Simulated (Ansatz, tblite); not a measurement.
# Cyclo-(Me2GeNH)3 (C₆H₂₁Ge₃N₃): which spin state is lowest

Aim: set other spin states of cyclo-(Me2GeNH)3 (C₆H₂₁Ge₃N₃) against its singlet, on many levels of theory.

Program: Ansatz 0.2.0, Gaussian basis. Level of theory: as each input shows. These are calculated values, not measurements.

Plan: triplet, at the geometry of the singlet (GFN1-xTB, GFN2-xTB, PBE0-D4/def2-SVP, PBE-D4/def2-SVP, r2SCAN-D4/def2-SVP); the singlet's energies come from earlier runs.

5 further runs of the same task are left out: 4 that didn't finish, 1 set aside as unsound or not needed. Runs told in other sessions of the task aren't counted.

## 1. The relaxed structure

The singlet was relaxed beforehand with PBE-D4/def2-SVP.

33 atoms, charge 0, spin multiplicity 1.

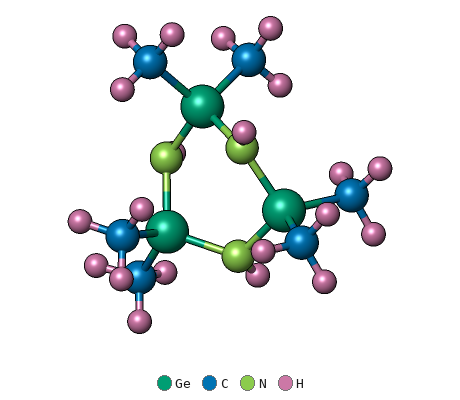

The geometry (germanium teal, carbon blue, nitrogen green, hydrogen pink).

## 2. Triplet at the fixed geometry, GFN1-xTB

Tight binding, by tblite at 300 K electronic temperature and without a spin-polarisation term:

```python
tblite.interface.Calculator('GFN1-xTB', numbers, positions, charge=0, uhf=2).singlepoint()
```

Energy -1044.0524 eV; 0.065 s.

## 3. Triplet at the fixed geometry, GFN2-xTB

Tight binding, by tblite at 300 K electronic temperature and without a spin-polarisation term:

```python
tblite.interface.Calculator('GFN2-xTB', numbers, positions, charge=0, uhf=2).singlepoint()
```

Energy -1031.2801 eV; 0.047 s.

## 4. Triplet at the fixed geometry, PBE0-D4/def2-SVP

in.yaml reads:

```yaml
crystal:
  periodic: [false, false, false]
  atoms:
    - {symbol: Ge, position_ang: [0.362599, -0.137765, -1.830227]}
    - {symbol: C, position_ang: [-0.257709, -1.382533, -3.217426]}
    - {symbol: C, position_ang: [1.902413, 0.920478, -2.461695]}
    - {symbol: N, position_ang: [-0.985774, 1.021762, -1.286839]}
    - {symbol: Ge, position_ang: [-1.608823, 0.913703, 0.471689]}
    - {symbol: C, position_ang: [-2.582801, 2.572515, 0.864774]}
    - {symbol: C, position_ang: [-2.702536, -0.702607, 0.625900]}
    - {symbol: N, position_ang: [-0.210567, 0.749857, 1.702028]}
    - {symbol: Ge, position_ang: [1.074681, -0.556153, 1.395461]}
    - {symbol: C, position_ang: [2.858469, 0.250992, 1.622940]}
    - {symbol: C, position_ang: [0.831908, -2.107001, 2.574455]}
    - {symbol: N, position_ang: [0.741235, -1.160953, -0.329516]}
    - {symbol: H, position_ang: [-1.131894, -1.951770, -2.845602]}
    - {symbol: H, position_ang: [-0.564941, -0.821867, -4.122201]}
    - {symbol: H, position_ang: [0.543117, -2.094524, -3.501721]}
    - {symbol: H, position_ang: [2.715254, 0.251334, -2.807096]}
    - {symbol: H, position_ang: [2.293302, 1.555436, -1.642293]}
    - {symbol: H, position_ang: [1.608636, 1.576856, -3.306026]}
    - {symbol: H, position_ang: [-0.865084, 1.984673, -1.620400]}
    - {symbol: H, position_ang: [-1.910489, 3.451065, 0.796121]}
    - {symbol: H, position_ang: [-3.006210, 2.534800, 1.887498]}
    - {symbol: H, position_ang: [-3.411668, 2.709383, 0.142712]}
    - {symbol: H, position_ang: [-3.085999, -0.817395, 1.658469]}
    - {symbol: H, position_ang: [-3.553036, -0.666774, -0.082206]}
    - {symbol: H, position_ang: [-2.069619, -1.576909, 0.378045]}
    - {symbol: H, position_ang: [0.181017, 1.650344, 2.000081]}
    - {symbol: H, position_ang: [3.648219, -0.507558, 1.453621]}
    - {symbol: H, position_ang: [2.976976, 0.654543, 2.649064]}
    - {symbol: H, position_ang: [3.005134, 1.076304, 0.898640]}
    - {symbol: H, position_ang: [-0.206439, -2.481681, 2.485979]}
    - {symbol: H, position_ang: [1.532332, -2.923702, 2.307234]}
    - {symbol: H, position_ang: [1.013277, -1.819993, 3.628779]}
    - {symbol: H, position_ang: [0.865031, -2.164871, -0.490272]}
basis:
  gaussian: {orbitals: def2-SVP}
magnetization: {spin_polarized: true, initial_magnetization: 2}
hamiltonian: {xc: pbe0, dispersion: d4}
scf: {omitted_lower_state_checks: [starts]}
output: {orbitals: {seedname: orbitals}}
```

The run is started by

```console
> ansatz run in.yaml --threads 4 --pin off --events-out ev --progress --plain --max-ram 6963MiB
```

Output:

```text
Functional definition: PBE0
  name "PBE0"
  cite "Adamo & Barone, J. Chem. Phys. 110, 6158 (1999) doi:10.1063/1.478522"
  cite "Perdew, Burke & Ernzerhof, Phys. Rev. Lett. 77, 3865 (1996) doi:10.1103/PhysRevLett.77.3865"
  parent pbe
  parameter a = 0.25
  parameter kappa = 0.804
  parameter beta = 0.06672455060314922
  exchange = (1 - a)*pbe_x(kappa = kappa, mu = beta*pi^2/3) + a*exact_x
  correlation = pbe_c(beta = beta)
these checks for a lower state are left out or cut short: starts
3358 factors; integrals over basis functions are off by at most 1.1e-3 eV
mean field evaluation 1: about -180493.7763 eV, gradient 8.1e1 eV
mean field evaluation 2: about -180475.4944 eV, gradient 9.9e1 eV
mean field evaluation 4: about -180523.3028 eV, gradient 5.5e0 eV
mean field evaluation 8: about -180523.5052 eV, gradient 1.0e0 eV
mean field evaluation 16: about -180523.9991 eV, gradient 1.8e-1 eV
mean field evaluation 32: about -180524.0010 eV, gradient 2.4e-4 eV
mean field -180524.00098230 eV, -6634.1346725369 hartree, gradient 2.8e-5 eV, S^2 2.009381; 0 other end points of the search recorded, 0 dependent functions left out
reference -180524.00102724 eV, -6634.1346741882 hartree; 88, 86 occupied and 239, 241 virtual orbitals, 3358 factors
Total energy: -180524.97700851 eV, -6634.1705408383 hartree
Checks for a lower state left out: starts
```

Run time: 32 s. Hardware: 4 threads of Intel Xeon 6975P-C, shared host; peak memory 2.7 GiB.

Report: HOMO -0.67 eV, LUMO -4.60 eV (over both spins; with the spin held, an empty level of the minority spin lies below the top filled one); ⟨S²⟩ 2.009 (pure: 2.00).

## 5. Triplet at the fixed geometry, PBE-D4/def2-SVP

start.molden holds the orbitals of an earlier run on this state, given as this run's starting guess.

Edit in.yaml of step 4 so:

```diff
@@ -37,5 +37,5 @@
 basis:
-  gaussian: {orbitals: def2-SVP}
+  gaussian: {orbitals: def2-SVP, initial_orbitals: start.molden}
 magnetization: {spin_polarized: true, initial_magnetization: 2}
-hamiltonian: {xc: pbe0, dispersion: d4}
+hamiltonian: {xc: pbe, dispersion: d4}
 scf: {omitted_lower_state_checks: [starts]}
```

Same command.

Output:

```text
Functional definition: PBE
  name "PBE"
  cite "Perdew, Burke & Ernzerhof, Phys. Rev. Lett. 77, 3865 (1996) doi:10.1103/PhysRevLett.77.3865"
  parent pbe
  parameter kappa = 0.804
  parameter beta = 0.06672455060314922
  exchange = pbe_x(kappa = kappa, mu = beta*pi^2/3)
  correlation = pbe_c(beta = beta)
these checks for a lower state are left out or cut short: starts
3735 factors; their error is unknown
mean field evaluation 1: about -180517.9373 eV, gradient 8.3e0 eV
mean field evaluation 2: about -180518.3212 eV, gradient 7.7e-1 eV
mean field evaluation 4: about -180518.1815 eV, gradient 4.9e-1 eV
mean field evaluation 8: about -180518.1853 eV, gradient 1.6e-5 eV
mean field evaluation 16: about -180518.1853 eV, gradient 1.8e-6 eV
mean field -180518.18526677 eV, -6633.9209489331 hartree, gradient 1.8e-6 eV, S^2 2.003529; 0 other end points of the search recorded, 0 dependent functions left out
reference -180518.18532963 eV, -6633.9209512432 hartree; 88, 86 occupied and 239, 241 virtual orbitals, 3735 factors
Total energy: -180519.29628970 eV, -6633.9617782726 hartree
Checks for a lower state left out: starts
```

Wall time 14 s (4 threads of Intel Xeon 6975P-C, shared host); peak memory 1.1 GiB.

From the report: HOMO -0.32 eV, LUMO -5.46 eV (over both spins; with the spin held, an empty level of the minority spin lies below the top filled one); ⟨S²⟩ 2.004 (pure: 2.00).

## 6. Triplet at the fixed geometry, r2SCAN-D4/def2-SVP

Edit in.yaml of step 5 so:

```diff
@@ -39,3 +39,3 @@
 magnetization: {spin_polarized: true, initial_magnetization: 2}
-hamiltonian: {xc: pbe, dispersion: d4}
+hamiltonian: {xc: r2scan, dispersion: d4}
 scf: {omitted_lower_state_checks: [starts]}
```

Launched as before.

Output (excerpt; [...] marks lines left out):

```text
Functional definition: r2SCAN
  name "r2SCAN"
  cite "Furness, Kaplan, Ning, Perdew & Sun, J. Phys. Chem. Lett. 11, 8208 (2020) doi:10.1021/acs.jpclett.0c02405"
  cite "Furness, Kaplan, Ning, Perdew & Sun, J. Phys. Chem. Lett. 11, 9248 (2020) doi:10.1021/acs.jpclett.0c03077"
  parent r2scan
[...]
3735 factors; their error is unknown
[...]
mean field -180551.64858236 eV, -6635.1507030987 hartree, gradient 1.3e-5 eV, S^2 2.009832; 0 other end points of the search recorded, 0 dependent functions left out
reference -180551.64860357 eV, -6635.1507038782 hartree; 88, 86 occupied and 239, 241 virtual orbitals, 3735 factors
Total energy: -180551.97186148 eV, -6635.1625833874 hartree
Checks for a lower state left out: starts
```

Wall time 27 s (4 threads of Intel Xeon 6975P-C, shared host); peak memory 1.2 GiB.

Report: HOMO -0.17 eV, LUMO -5.25 eV (over both spins; with the spin held, an empty level of the minority spin lies below the top filled one); ⟨S²⟩ 2.010 (pure: 2.00).

## 7. Triplet less singlet, vertical

The singlet's energies are those of its earlier runs, whose logs aren't repeated here.

```csv
level,"triplet less singlet, vertical (kJ/mol)",time
GFN1-xTB,+536.2,0.11 s
GFN2-xTB,+579.8,0.075 s
PBE-D4/def2-SVP,+491.1,19 s
r2SCAN-D4/def2-SVP,+532.6,35 s
PBE0-D4/def2-SVP,+555.9,42 s
```

Times add the two runs; a level without a time comes out of a correlated run. Tight binding without a spin term can't rank spin states.

## 8. Summary of results

```
                                               quantity                                       value
triplet less singlet, vertical, functionals in def2-SVP  +491.1 (PBE-D4) to +555.9 kJ/mol (PBE0-D4)
```

What this shows: All functionals put the triplet above the singlet, over a spread of 64.8 kJ/mol. The checks for a lower triplet were left out, so another state of that spin may lie lower. These are electronic energies, without zero-point motion, entropy or surroundings.
